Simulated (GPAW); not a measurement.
# A GW chain in GPAW: SiCCl2 (chair-type functionalised monolayer)

How does a plane-wave GW calculation on SiCCl2 (chair-type functionalised monolayer) run from the first input to the gap?

Main program and level: GPAW 26.7.0; LDA and many-body steps on it, plane waves.

### Step 1. The structure

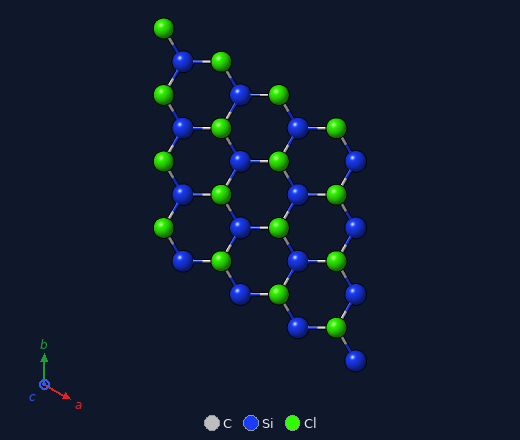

Start, viewed from above; carbon light grey, silicon blue, chlorine green. 4×4×1 cells are drawn. C lies hidden behind other atoms in this view.

The cell holds 4 atoms: 1 C, 1 Si and 2 Cl. Cell: a = 2.958 Å, b = 2.958 Å, c = 15.300 Å, α = 90.0°, β = 90.0°, γ = 120.0°. Vacuum lies along c.

The start is a generated structure, not a measured one.

### Step 2. Relaxation

This step: GPAW 26.7.0; DFT, LDA, plane waves, PAW.

A relaxation at this level of theory: leftover forces would pass straight into the levels.

run.py

```python
import json
import numpy as np
from gpaw.mpi import world
from ase import Atoms
from ase.constraints import FixSymmetry
from ase.filters import FrechetCellFilter
from ase.optimize import BFGS
from gpaw import GPAW, PW, FermiDirac

atoms = Atoms(['C', 'Si', 'Cl', 'Cl'],
    cell=[[2.9581795000, 0.0000000000, 0.0000000000],
      [-1.4790897500, 2.5618585960, 0.0000000000],
      [0.0000000000, 0.0000000000, 15.3000000000]],
    scaled_positions=[[0.3333333333, 0.6666666667, 0.5292592592],
      [0.6666666667, 0.3333333333, 0.4897930284],
      [0.3333333333, 0.6666666667, 0.6420108932],
      [0.6666666667, 0.3333333333, 0.3579891068]],
    pbc=(True, True, False))
atoms.set_constraint(FixSymmetry(atoms))
atoms.calc = GPAW(mode=PW(700),
    xc='LDA',
    kpts={'size': (9, 9, 1), 'gamma': True},
    occupations=FermiDirac(0.02),
    convergence={'density': 1e-5},
    txt='relax.txt')
steps = []
opt = BFGS(FrechetCellFilter(atoms, mask=[1, 1, 0, 0, 0, 1]), logfile='bfgs.log')
opt.attach(lambda: steps.append([atoms.get_potential_energy(), atoms.cell[:], atoms.positions.copy(), atoms.get_forces()]))
converged = opt.run(fmax=0.03, steps=50)
res = {'converged': bool(converged), 'steps': steps, 'cell': atoms.cell[:], 'frac': atoms.get_scaled_positions()}

if world.rank == 0:
    with open('result.json', 'w') as f:
        json.dump(res, f, default=lambda x: x.tolist())
```

Command:

```console
$ mpirun -n 4 gpaw python run.py
```

Numbers of over 12 decimals in the logs are rounded to 6 here.

What it wrote:

```text
Step     Time          Energy          fmax
BFGS:    0       -20.934384        2.622578
BFGS:    1       -21.151678        2.250402
BFGS:    2       -21.644302        0.888608
[...]
BFGS:    8       -21.775548        0.073261
BFGS:    9       -21.775694        0.016928
```

Run time: 53 s. Hardware: 4 MPI ranks of Arm Neoverse V1, shared host; peak memory 1.1 GiB.

Relaxation path:

```csv
step,energy less that of the first step (eV),largest force (eV/Å)
1,0.0000,1.5344
2,-0.2173,0.6730
3,-0.7099,0.8886
4,-0.7948,0.9695
5,-0.8232,0.6949
6,-0.8355,0.2997
7,-0.8391,0.2143
8,-0.8405,0.1613
9,-0.8412,0.0733
10,-0.8413,0.0169
```

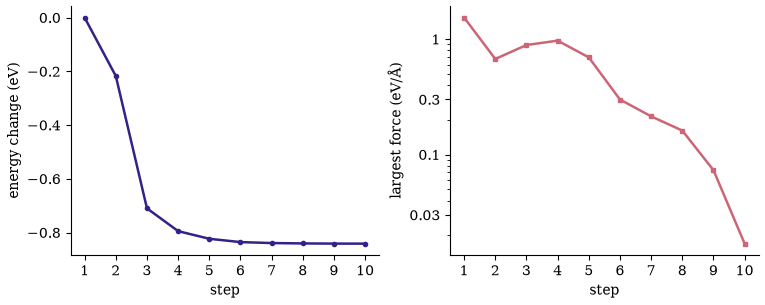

Energy and largest force along the relaxation.

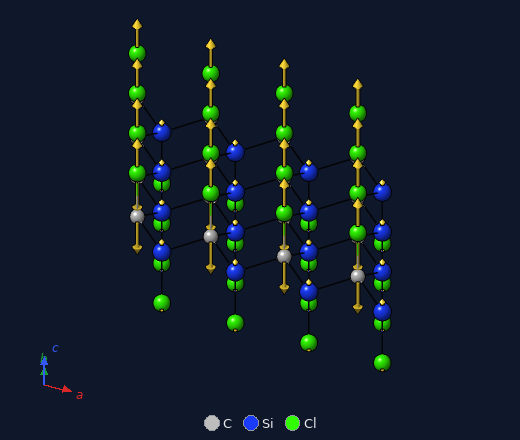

Displacements in the relaxation, exaggerated; the longest in the cell stands for 0.05 Å. 4×4×1 cells are drawn.

The atoms that moved most (Å):

```csv
atom,dx,dy,dz,length
C1,0.000,0.000,-0.045,0.045
Cl3,0.000,0.000,0.040,0.040
Si2,0.000,0.000,0.009,0.009
```

Final coordinates:

```
C Si Cl
1.0
     3.20657    0.00000    0.00000
    -1.60328    2.77697    0.00000
     0.00000    0.00000   15.30000
C Si Cl
1 1 2
Direct
  0.33333 0.66667 0.52631
  0.66667 0.33333 0.49039
  0.33333 0.66667 0.64462
  0.66667 0.33333 0.35774
```

### Step 3. Ground state

The ground-state density comes first.

run.py

```python
import json
import numpy as np
from gpaw.mpi import world
from ase import Atoms
from gpaw import GPAW, PW, FermiDirac

atoms = Atoms(['C', 'Si', 'Cl', 'Cl'],
    cell=[[3.2065681493, 0.0000000000, 0.0000000000],
      [-1.6032840747, 2.7769694763, 0.0000000000],
      [0.0000000000, 0.0000000000, 15.3000000000]],
    scaled_positions=[[0.3333333333, 0.6666666667, 0.5263052280],
      [0.6666666667, 0.3333333333, 0.4903882692],
      [0.3333333333, 0.6666666667, 0.6446223214],
      [0.6666666667, 0.3333333333, 0.3577365702]],
    pbc=(True, True, False))
calc = GPAW(mode=PW(600),
    xc='LDA',
    kpts={'size': (12, 12, 1), 'gamma': True},
    occupations=FermiDirac(0.001),
    nbands=-8,
    convergence={'density': 1e-6, 'bands': -3},
    maxiter=100,
    txt='gs.txt')
atoms.calc = calc
res = {'energy': atoms.get_potential_energy()}
kpts = calc.get_ibz_k_points()
res['kpts'] = kpts
res['eigenvalues'] = [calc.get_eigenvalues(kpt=k) for k in range(len(kpts))]
res['n_electrons'] = calc.get_number_of_electrons()
calc.write('gs.gpw')

if world.rank == 0:
    with open('result.json', 'w') as f:
        json.dump(res, f, default=lambda x: x.tolist())
```

Command:

```console
$ mpirun -n 4 gpaw python run.py
```

What it wrote:

```text
__  _  _
 | _ |_)|_||  |
 |__||  | ||/\| - 26.7.0

Input parameters:
  mode=PW(ecut=600.0),
  convergence={'density': 1e-06, 'bands': -3},
  kpts=MonkhorstPack(size=(12, 12, 1), gamma=True),
  maxiter=100,
  nbands=-8,
  occupations=Occupations(name='fermi-dirac', width=0.001, fixmagmom=False),
  xc=XC(name='LDA')
  [... matrices ...]
Diagonalizing LCAO Hamiltonian
Converting LCAO to pw mode

        Cl

        C
           Si

           Cl

Atoms  # Å, Bohr magnetons
|   | symbol |         x |        y |        z |    initial magnetic moments |
| 0 |      C | -0.000000 | 1.851313 | 8.052470 | ( 0.0000,  0.0000,  0.0000) |
| 1 |     Si |  1.603284 | 0.925656 | 7.502941 | ( 0.0000,  0.0000,  0.0000) |
| 2 |     Cl | -0.000000 | 1.851313 | 9.862722 | ( 0.0000,  0.0000,  0.0000) |
| 3 |     Cl |  1.603284 | 0.925656 | 5.473370 | ( 0.0000,  0.0000,  0.0000) |

Unit cell  # Å
| periodic |         x |        y |         z |   lengths |     angles |
|      yes |  3.206568 | 0.000000 |  0.000000 |  3.206568 |  90.000000 |
|      yes | -1.603284 | 2.776969 |  0.000000 |  3.206568 |  90.000000 |
|       no |  0.000000 | 0.000000 | 15.300000 | 15.300000 | 120.000000 |

Number of symmetries: 6
Symmetry operations  # r_c * U_cc + t_c -> r_c
|   | kind |            matrix            |
| 0 |  σ   |  1, 1, 0,  0,-1, 0,  0, 0, 1 |
| 1 |  E   |  1, 0, 0,  0, 1, 0,  0, 0, 1 |
| 2 |  C3  |  0, 1, 0, -1,-1, 0,  0, 0, 1 |
| 3 |  σ   |  0,-1, 0, -1, 0, 0,  0, 0, 1 |
| 4 |  σ   | -1, 0, 0,  1, 1, 0,  0, 0, 1 |
| 5 |  C3  | -1,-1, 0,  1, 0, 0,  0, 0, 1 |

BZ-sampling:
  Number of BZ points: 144
  Number of IBZ points: 19

  Monkhorst-Pack size: [12, 12, 1]
  Monkhorst-Pack shift: [0.041667, 0.041667, 0.0]

K-points  # in reciprocal-cell coordinates
|     |                                coordinates |     weight |
|   0 | ( -0.00000000,  -0.00000000,   0.00000000) | 0.00694444 |
|   1 | (  0.08333333,  -0.00000000,   0.00000000) | 0.04166667 |
|   2 | (  0.16666667,  -0.08333333,   0.00000000) | 0.04166667 |
|   3 | (  0.16666667,  -0.00000000,   0.00000000) | 0.04166667 |
|   4 | (  0.25000000,  -0.08333333,   0.00000000) | 0.08333333 |
|   5 | (  0.25000000,  -0.00000000,   0.00000000) | 0.04166667 |
|   6 | (  0.33333333,  -0.16666667,   0.00000000) | 0.04166667 |
|   7 | (  0.33333333,  -0.08333333,   0.00000000) | 0.08333333 |
|   8 | (  0.33333333,  -0.00000000,   0.00000000) | 0.04166667 |
|   9 | (  0.33333333,   0.33333333,   0.00000000) | 0.01388889 |
| ... |                                            |            |
|  18 | (  0.50000000,   0.50000000,   0.00000000) | 0.02083333 |

Plane wave coefficients: 4582
Cutoff: 600.0 eV

Spin-components: 1 (collinear spins)
Bands:           19
Projectors:      20
Spin-degeneracy: 2
Datatype:        complex128

  Storage: CPU
  Wave functions: 26_275_024 bytes (6_568_756 per core)
  Projectors: 38_721_088 bytes (9_680_272 per core)
  [... matrices ...]
Parallelization:
  kpt:    4
  domain: 1
  band:   1

Density:
  Valence electrons: 22.0
  Components: 1
  Grid points: [20 20 90]
  Charge: 0.0  # |e|

Potential:
  Grid points: [20 20 90]

species:
  C:
    name:    Carbon
    Z:       6.0
    valence: 4
    core:    2
    charge:  0.0  # [|e|]
    compensation charges:
      type: gauss
      rc: 0.20  # [Å]
      lmax: 2
    cutoffs:
      filter: 1.14  # [Å]
      core: 1.14  # [Å]
    projectors
    | kind |    occ | energy [eV] | rcut [Å] |
    |   2s |  2.000 |     -13.639 |    0.635 |
    |   2p |  2.000 |      -5.414 |    0.635 |
    |    s |        |      13.573 |    0.635 |
    |    p |        |      21.797 |    0.635 |
    |    d |        |       0.000 |    0.635 |

    Using partial waves for C as LCAO basis

  Si:
    name:    Silicon
    Z:       14.0
    valence: 4
    core:    10
    charge:  0.0  # [|e|]
    compensation charges:
      type: gauss
      rc: 0.33  # [Å]
      lmax: 2
    cutoffs:
      filter: 1.86  # [Å]
      core: 2.06  # [Å]
    projectors
    | kind |    occ | energy [eV] | rcut [Å] |
    |   3s |  2.000 |     -10.878 |    1.058 |
    |   3p |  2.000 |      -4.162 |    1.058 |
    |    s |        |      16.334 |    1.058 |
    |    p |        |      23.049 |    1.058 |
    |    d |        |       0.000 |    1.058 |

    Using partial waves for Si as LCAO basis

  Cl:
    name:    Chlorine
    Z:       17.0
    valence: 7
    core:    10
    charge:  0.0  # [|e|]
    compensation charges:
      type: gauss
      rc: 0.25  # [Å]
      lmax: 2
    cutoffs:
      filter: 1.40  # [Å]
      core: 1.49  # [Å]
    projectors
    | kind |    occ | energy [eV] | rcut [Å] |
    |   3s |  2.000 |     -20.688 |    0.794 |
    |   3p |  5.000 |      -8.701 |    0.794 |
    |    s |        |       6.523 |    0.794 |
    |    p |        |      18.511 |    0.794 |
    |    d |        |       0.000 |    0.794 |

    Using partial waves for Cl as LCAO basis

Reference energy: -33915.774987  # eV

eigensolver:
  PPCG
  Converge bands: -3
  niter=2

density mixing:
  MSR1-Mixer
  Pratt-step length: 0.05
  Maximum mixing coefficient: 0.75
  Old densities: 10
  SVD Regularization: 0.005
  Good broyden scale: 1.0
  Trust region scale: 1.0
  Backstep threshold: 4.0
  History deletion threshold: 6.0
  Fourier metric: weight=20.0, sigma=0.015

occupation numbers:
  Fermi-Dirac:
    width: 0.0010  # eV

poisson solver:
  ecut: 4800.0  # eV

xc functional:
  name: None

Initialization done in: 1.002 s

convergence criteria:
- Maximum integral of absolute [dens]ity change: 1e-06 electrons / valence electron
- Maximum [total energy] change in last 3 cyles: 0.0005 eV / valence electron
- Maximum integral of absolute [eigenst]ate change: 4e-08 eV^2 / valence electron
maximum number of iterations: 100

SCF iterations
|iter     |     time |      energy | eigst |  dens |
|iter:   1|  |  -23.052256 | +0.87 |       |
|iter:   2|  |  -22.771566 | -0.34 | -0.89 |
|iter:   3|  |  -21.810837 | -0.74 | -0.93 |
|iter:   4|  |  -21.777054 | -1.10 | -1.46 |
|iter:   5|  |  -21.773098 | -1.66 | -1.88 |
|iter:   6|  |  -21.765026 | -2.37 | -2.12 |
|iter:   7|  |  -21.765063c| -3.39 | -2.85 |
|iter:   8|  |  -21.765016c| -4.25 | -3.23 |
|iter:   9|  |  -21.765016c| -5.14 | -3.79 |
|iter:  10|  |  -21.765016c| -5.76 | -4.38 |
|iter:  11|  |  -21.765016c| -6.47 | -4.85 |
|iter:  12|  |  -21.765016c| -7.05 | -5.64 |
|iter:  13|  |  -21.765016c| -7.46c| -6.26c|

Converged in 13 steps
SCF loop duration: 7.910 s (0.608 s/step)
Energy contributions relative to reference atoms: (reference = -33915.774987)
  [... matrices ...]
Energy contributions:
  Kinetic:          23.098362
  Coulomb:         -19.924842
  Zero:              0.065111
  External:          0.000000
  Xc:              -25.003647
  Entropy:          -0.000000
  Spinorbit:         0.000000
  ----------------------------
  Free energy:     -21.765016
  Extrapolated:    -21.765016

dipole moment: (1.520918, -0.878100, 0.018365)  # |e|*Ang

Fermi level: -0.018
Eigenvalues  # (at kpt = [-0.000, -0.000, 0.000])
| band index |      eig [eV] | occ [0-2] |
|          0 |       -17.930 |     2.000 |
|        ... |               |           |
|          3 |        -7.857 |     2.000 |
|          4 |        -5.101 |     2.000 |
|          5 |        -3.535 |     2.000 |
|          6 |        -3.535 |     2.000 |
|          7 |        -1.757 |     2.000 |
|          8 |        -1.757 |     2.000 |
|          9 |        -0.511 |     2.000 |
|         10 |        -0.511 |     2.000 |
|         11 |         1.582 |     0.000 |
|         12 |         2.728 |     0.000 |
|         13 |         4.341 |     0.000 |
|         14 |         5.151 |     0.000 |
|         15 |         5.151 |     0.000 |
|         16 |         5.449 |     0.000 |
|         17 |         6.041 |     0.000 |
|         18 |         6.873 |     0.000 |

Gap: 2.093 eV
Transition (v -> c):
  (s=0, k=0, n=10, [-0.00, -0.00, 0.00]) -> (s=0, k=0, n=11, [-0.00, -0.00, 0.00])
No difference between direct/indirect transitions
vacuum-level: 5.043  # V
# Writing to gs.gpw (mode='')
  [... matrices ...]
```

Elapsed: 11 s, on 4 MPI ranks; peak memory 0.79 GiB; 42 s of CPU time.

This step gave:

* total energy: -21.77 eV
* gap: 2.093 eV
* k of the valence top: 0, 0, 0
* k of the conduction bottom: 0, 0, 0
* least direct gap: 2.093 eV

The gap is direct, at Γ.

### Step 4. Bands along the symmetry lines

The cheap functional maps the bands first; the places of the edges decide which points the dearer methods must see.

run.py

```python
import json
import numpy as np
from gpaw.mpi import world
from gpaw import GPAW

path = [[0.000000, 0.000000, 0.000000],
    [0.062500, 0.000000, 0.000000],
    [0.125000, 0.000000, 0.000000],
    [0.187500, 0.000000, 0.000000],
    [0.250000, 0.000000, 0.000000],
    [0.312500, 0.000000, 0.000000],
    [0.375000, 0.000000, 0.000000],
    [0.437500, 0.000000, 0.000000],
    [0.500000, 0.000000, 0.000000],
    [0.479167, 0.041667, 0.000000],
    [0.458333, 0.083333, 0.000000],
    [0.437500, 0.125000, 0.000000],
    [0.416667, 0.166667, 0.000000],
    [0.395833, 0.208333, 0.000000],
    [0.375000, 0.250000, 0.000000],
    [0.354167, 0.291667, 0.000000],
    [0.333333, 0.333333, 0.000000],
    [0.291667, 0.291667, 0.000000],
    [0.250000, 0.250000, 0.000000],
    [0.208333, 0.208333, 0.000000],
    [0.166667, 0.166667, 0.000000],
    [0.125000, 0.125000, 0.000000],
    [0.083333, 0.083333, 0.000000],
    [0.041667, 0.041667, 0.000000],
    [0.000000, 0.000000, 0.000000]]
calc = GPAW('gs.gpw').fixed_density(kpts=path,
    symmetry='off',
    nbands=21,
    convergence={'bands': 17},
    txt='bands.txt')
res = {}
kpts = calc.get_ibz_k_points()
res['kpts'] = kpts
res['eigenvalues'] = [calc.get_eigenvalues(kpt=k) for k in range(len(kpts))]
res['n_electrons'] = calc.get_number_of_electrons()

if world.rank == 0:
    with open('result.json', 'w') as f:
        json.dump(res, f, default=lambda x: x.tolist())
```

Command:

```console
$ mpirun -n 4 gpaw python run.py
```

What it wrote:

```text
Diagonalizing LCAO Hamiltonian
Converting LCAO to pw mode
convergence criteria:
- Maximum integral of absolute [eigenst]ate change: 4e-08 eV^2 / valence electron
maximum number of iterations: 100

SCF iterations
|iter     |     time |      energy | eigst |  dens |
|iter:   1|  |             | +1.39 |       |
|iter:   2|  |             | +0.21 |       |
|iter:   3|  |             | -0.62 |       |
[...]
|iter:  14|  |             | -6.86 |       |
|iter:  15|  |             | -7.37 |       |
|iter:  16|  |             | -7.85c|       |
SCF steps: 16
  __  _  _
 | _ |_)|_||  |
 |__||  | ||/\| - 26.7.0

Input parameters:
  mode=PW(ecut=600.0),
  convergence={'bands': 17},
  gpts=array([20, 20, 90]),
  kpts=KPoints(kpts=array([[0.      , 0.      , 0.      ],
         [0.0625  , 0.      , 0.      ],
         [0.125   , 0.      , 0.      ],
         [0.1875  , 0.      , 0.      ],
[...]
[0.479167, 0.041667, 0.      ],
         [0.458333, 0.083333, 0.      ],
[...]
[0.416667, 0.166667, 0.      ],
[...]
[0.25    , 0.25    , 0.      ],
[...]
[0.125   , 0.125   , 0.      ],
         [0.083333, 0.083333, 0.      ],
         [0.041667, 0.041667, 0.      ],
         [0.      , 0.      , 0.      ]])),
  maxiter=100,
  nbands=21,
  occupations=Occupations(name='fermi-dirac', width=0.001, fixmagmom=False),
  parallel={},
  symmetry=Symmetry(point_group=False, time_reversal=False),
  xc=XC(name='LDA')
  [... matrices ...]
timing:  # [seconds]
  Total: 0.022  # ━━━━━━━━━━━━━━━━━━━━━━━━━━━━━━━━━━━━━━━━━━━━━━━━━━━━━━━━━━━
```

Elapsed: 15 s, on 4 MPI ranks; peak memory 0.88 GiB.

This step gave:

```
gap                        : 2.093 eV
k of the valence top       : 0, 0, 0
k of the conduction bottom : 0, 0, 0
least direct gap           : 2.093 eV
```

The gap is 2.093 eV, as in the run before at this level.

Electronic bands along the path, in eV, zero at the top of the highest filled band:

```csv
point,band 8,band 9,band 10,band 11,band 12,band 13,band 14,band 15
Γ,-1.25,-1.25,0.00,0.00,2.09,3.24,4.85,5.66
M,-4.16,-3.52,-2.08,-0.85,2.19,3.57,4.75,6.53
K,-4.14,-3.46,-2.78,-2.72,3.92,4.75,5.34,7.14
Γ,-1.25,-1.25,0.00,0.00,2.09,3.24,4.85,5.66
```

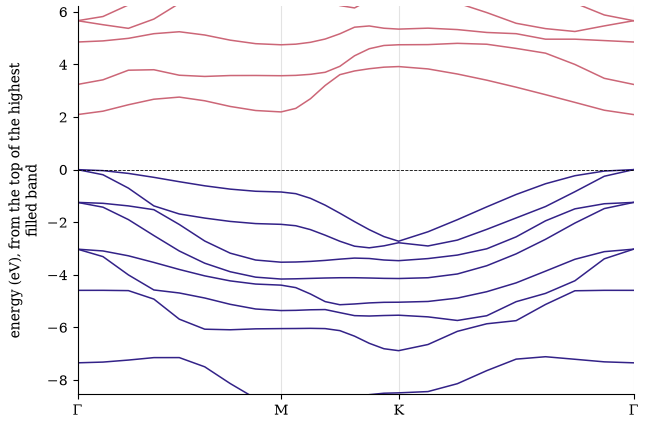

Electronic bands along the path; lines of filled and empty bands in two colours.

### Step 5. Empty states on the mesh, 9×9×1 mesh, 231 bands

The sums over transitions need many empty states on a uniform mesh; this step solves for them.

run.py

```python
import json
import numpy as np
from gpaw.mpi import world
from gpaw import GPAW

calc = GPAW('gs.gpw').fixed_density(kpts={'size': (9, 9, 1), 'gamma': True},
    nbands=269,
    convergence={'bands': 231},
    txt='nscf.txt')
calc.write('full.gpw', mode='all')
res = {}
kpts = calc.get_ibz_k_points()
res['kpts'] = kpts
res['eigenvalues'] = [calc.get_eigenvalues(kpt=k) for k in range(len(kpts))]
res['n_electrons'] = calc.get_number_of_electrons()

if world.rank == 0:
    with open('result.json', 'w') as f:
        json.dump(res, f, default=lambda x: x.tolist())
```

Command:

```console
$ mpirun -n 4 gpaw python run.py
```

What it wrote:

```text
Diagonalizing LCAO Hamiltonian
Converting LCAO to pw mode
convergence criteria:
- Maximum integral of absolute [eigenst]ate change: 4e-08 eV^2 / valence electron
maximum number of iterations: 100

SCF iterations
|iter     |     time |      energy | eigst |  dens |
|iter:   1|  |             | +4.66 |       |
|iter:   2|  |             | +3.48 |       |
|iter:   3|  |             | +2.38 |       |
[...]
|iter:  15|  |             | -7.03 |       |
|iter:  16|  |             | -7.34 |       |
|iter:  17|  |             | -7.68c|       |
SCF steps: 17
  __  _  _
 | _ |_)|_||  |
 |__||  | ||/\| - 26.7.0

Input parameters:
  mode=PW(ecut=600.0),
  convergence={'bands': 231},
  gpts=array([20, 20, 90]),
  kpts=MonkhorstPack(size=(9, 9, 1), gamma=True),
  maxiter=100,
  nbands=269,
  occupations=Occupations(name='fermi-dirac', width=0.001, fixmagmom=False),
  parallel={},
  xc=XC(name='LDA')
# Writing to full.gpw (mode='all')
  [... matrices ...]

timing:  # [seconds]
  Total: 0.083  # ━━━━━━━━━━━━━━━━━━━━━━━━━━━━━━━━━━━━━━━━━━━━━━━━━━━━━━━━━━━
```

Run time: 2.4 min. Hardware: 4 MPI ranks; peak memory 1.3 GiB; 9.6 min of CPU time.

This step gave:

```
gap                                                           : 2.093 eV
k of the valence top                                          : 0, 0, 0
k of the conduction bottom                                    : 0, 0, 0
least direct gap                                              : 2.093 eV
k points computed                                             : 12
lowest point of the top converged band, above the valence top : 76.7648 eV
```

On this mesh the gap is 2.093 eV.

[end of part 1 of 2]

[Paths, hosts, dates, memory and timing lines, banners, echoed tables and standing remarks are left out of the program output.]

[Logs are printed without paths, hosts, clocks, repeated set-up lines and the standing remarks that a program may print on its own settings, such as how far it seeks lower states.]

[Runs of the session that timed out or met a known fault of the program may be left out.]

[Hosts, paths, dates, database ids (printed as entryN), source tags and the programs' standing remarks are cut or masked in the printed files.]
